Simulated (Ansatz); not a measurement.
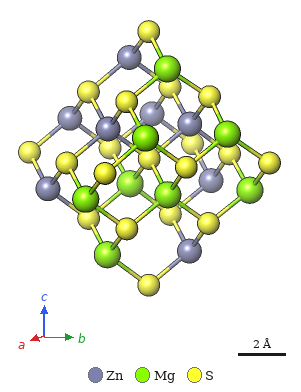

A crystal of Zn14Mg18S32 (a generated structure, set up in P1), before the relaxation. A ball-and-stick model of the atoms within 5.8 Å of the atom that moves most (axes of the cell of the calculation), seen slightly off an axis.

Computed with DFT, PBEsol, PAW, plane waves in Ansatz 0.2.0.

Set-up: plane-wave cutoff 420 eV; k-point mesh 1 × 1 × 1; mesh shifted by (0.25, 0.25, 0.25); no spin polarisation; cell relaxed at fixed shape; force threshold 0.03 eV/Å; at most 80 steps.

```
Zn Mg S
1.0
    11.04323    0.00000    0.00000
     0.00000   11.04323    0.00000
     0.00000    0.00000   11.04323
Zn Mg S
14 18 32
Direct
  0.99888 0.00075 0.00080
  0.00023 0.50095 0.99950
  0.00016 0.49938 0.49847
  0.50097 0.00183 0.50132
  0.25005 0.25140 0.99894
  0.24847 0.74907 0.50122
  0.74744 0.25141 0.99962
  0.74925 0.24940 0.49994
  0.25063 0.00158 0.24859
  0.24850 0.00042 0.75204
  0.75202 0.50111 0.24872
  0.74918 0.49803 0.74702
  0.00161 0.24919 0.25147
  0.49761 0.24901 0.24984
  0.99669 0.99576 0.50050
  0.50115 0.99992 0.99882
  0.50050 0.49873 0.00292
  0.49981 0.50074 0.50317
  0.24864 0.24799 0.50262
  0.25149 0.74900 0.99977
  0.74922 0.74967 0.99711
  0.74834 0.74851 0.49844
  0.25128 0.49891 0.24661
  0.24711 0.49922 0.74941
  0.75054 0.00131 0.25169
  0.74438 0.99788 0.74568
  0.00075 0.25259 0.75369
  0.99783 0.75045 0.25209
  0.00004 0.75123 0.74927
  0.50012 0.24953 0.75125
  0.49947 0.75061 0.25130
  0.49998 0.74722 0.75022
  0.12662 0.12470 0.12503
  0.12319 0.12422 0.62564
  0.12522 0.62882 0.12778
  0.12353 0.62338 0.62738
  0.62343 0.12333 0.12805
  0.62861 0.12334 0.62648
  0.62818 0.62797 0.12298
  0.62488 0.62643 0.62697
  0.37337 0.37400 0.12583
  0.37725 0.37609 0.62506
  0.37547 0.87491 0.12765
  0.37421 0.87574 0.62513
  0.87684 0.37344 0.12585
  0.87418 0.37406 0.62304
  0.87487 0.87389 0.12309
  0.87489 0.87667 0.62550
  0.37396 0.12748 0.37453
  0.37572 0.12551 0.87405
  0.37424 0.62689 0.37547
  0.37485 0.62297 0.87843
  0.87637 0.12494 0.37591
  0.87718 0.12407 0.87490
  0.87311 0.62605 0.37766
  0.87788 0.62206 0.87286
  0.12419 0.37511 0.37330
  0.12000 0.37524 0.87214
  0.12190 0.87572 0.37325
  0.12288 0.87777 0.87638
  0.62374 0.37643 0.37427
  0.62600 0.37593 0.87270
  0.62516 0.87599 0.37573
  0.62386 0.87509 0.87385
```

### Predict the outcome.

The atom that moves furthest is S58 (0.17 Å roughly along [1 0 3]). By element the largest moves are S 0.17 Å, Mg 0.10 Å, Zn 0.09 Å. The lattice vectors keep their values. Some distances before and after: Mg27–S58 2.298 → 2.430 Å, Zn2–S35 2.430 → 2.321 Å, Zn7–S54 2.435 → 2.326 Å, Mg23–S41 2.345 → 2.447 Å. Bond angles that change, for instance: Mg24–S58–Mg27 110.6° → 105.3°, S36–Mg24–S58 108.6° → 113.5°, S54–Mg27–S58 111.1° → 106.4°. The space group stays P1 (No. 1). Over 4 geometry steps the energy falls by 23.7 meV per atom. Largest force component: 1.4 eV/Å at the start, 0.0081 eV/Å at the end. The pressure goes from 0.18 to 0.01 GPa. The run took 90 s on 7 threads of Arm Neoverse-V2, peak memory 2.6 GiB.

History of the run:

```json
{"step": "0", "E − E(0), meV/atom": "0.00", "largest force component, eV/Å": "1.3564", "pressure, GPa": "0.18"}
{"step": "1", "E − E(0), meV/atom": "-20.42", "largest force component, eV/Å": "0.5458", "pressure, GPa": "-0.06"}
{"step": "2", "E − E(0), meV/atom": "-23.67", "largest force component, eV/Å": "0.0381", "pressure, GPa": "-0.14"}
{"step": "3", "E − E(0), meV/atom": "-23.72", "largest force component, eV/Å": "0.0081", "pressure, GPa": "0.00"}
{"step": "4", "E − E(0), meV/atom": "-23.72", "largest force component, eV/Å": "0.0081", "pressure, GPa": "0.01"}
```

After the run, drawn alike:

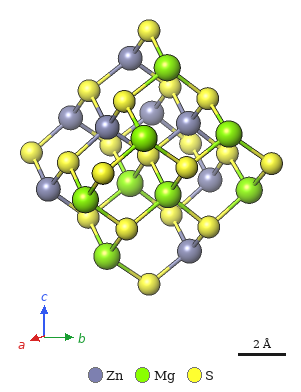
